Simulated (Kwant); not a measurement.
Device: quantum point contact (saddle potential) in a Ge (holes) two-dimensional gas. Effective mass 0.06 mₑ, grid spacing 6.7 nm, hard walls, nominal width 200 nm (29 grid rows, so walls 201 nm apart), one parabolic valley, scattering region 600 nm long along x; energies count from the band bottom; Fermi energy swept from 7.834e-05 to 0.007397 eV. Potential (V0 + ½k y²) cos²(πx/L) for |x| < L/2, with V0 = 0.0028 eV, k = 5e-06 eV/nm², L = 370 nm.

The device is made up for the run: typed textbook-type constants, with dimensions and the other settings drawn at random.

Model: effective-mass tight-binding model on a square grid, one spin, coherent transport at 0 K (Kwant). Conductance is in e²/h.

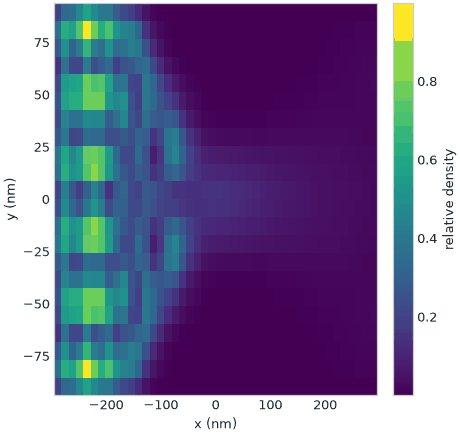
Fig. 1. Density of the scattering states that come in from the left lead, at energy = 0.0055939 eV, in bins, relative to the largest site value

The conductance there is 1.00 e²/h with 6 open channel(s) in the leads.
